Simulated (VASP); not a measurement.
Band structure of La2O3 (a-type). Calculation: r2SCAN+rVV10, VASP's PBE PAW potentials (set 64) (plane waves; VASP 6.6.1).

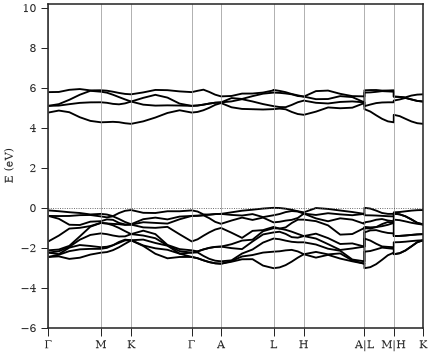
Fig. 1. Bands along high-symmetry lines, zero at the valence-band maximum or, without a gap, the Fermi level

Problem. Read the plot: is there a gap, and where are the band edges?

Solution. The gap is indirect, 4.20 eV, from the valence maximum at L to the conduction minimum at K.

The compound is La2O3 in the a-type structure. It was relaxed first.
